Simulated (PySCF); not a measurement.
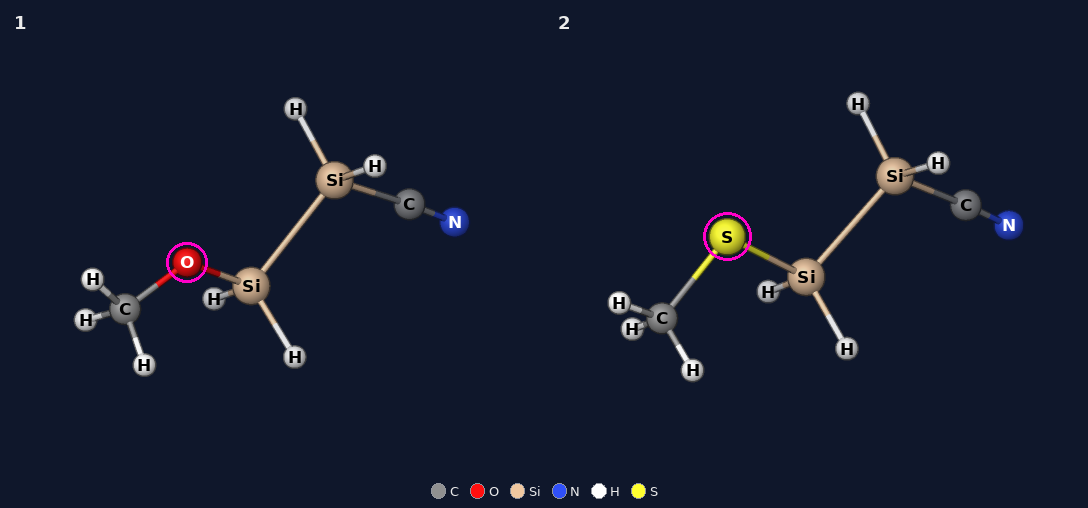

2 molecules with one skeleton, seen from the same side and at one scale; the atom that differs is circled. Each species is neutral and a spin singlet. Computed geometries: PBE0-D3(BJ)/def2-SVP optimisations, one conformation each. Properties computed with PySCF 2.14.0.

One atom differs, called X below: O in panel 1, S in panel 2. Their formulas are C2H7NOSi2 (`CO[SiH2][SiH2]C#N`), C2H7NSSi2 (`CS[SiH2][SiH2]C#N`).

In which is the length of X–Si larger (PBE0-D3(BJ)/def2-SVP)?

In panel 2 (X = S).

In which is the Hirshfeld charge of X higher (PBE0/STO-3G)?

In panel 2 (X = S).

Give the values. With PBE0-D3(BJ)/def2-SVP: length of X–C (Å), length of X–Si (Å), angle C–X–Si (°). With PBE0/STO-3G: dipole moment (D), HOMO energy (Kohn–Sham orbital) (eV), HOMO–LUMO gap (eV), Hirshfeld charge of X (e), GIAO shielding of the C bonded to X (ppm).

| quantity | 1 (O) | 2 (S) | 2 − 1 |
| --- | --- | --- | --- |
| length of X–C (Å) | 1.404 | 1.822 | +0.418 |
| length of X–Si (Å) | 1.666 | 2.138 | +0.472 |
| angle C–X–Si (°) | 124.3 | 101.3 | −23.0 |
| dipole moment (D) | 3.46 | 3.37 | −0.09 |
| HOMO energy (Kohn–Sham orbital) (eV) | −4.40 | −3.71 | +0.69 |
| HOMO–LUMO gap (eV) | 8.36 | 7.61 | −0.75 |
| Hirshfeld charge of X (e) | −0.24 | −0.09 | +0.15 |
| GIAO shielding of the C bonded to X (ppm) | 185.6 | 212.0 | +26.4 |
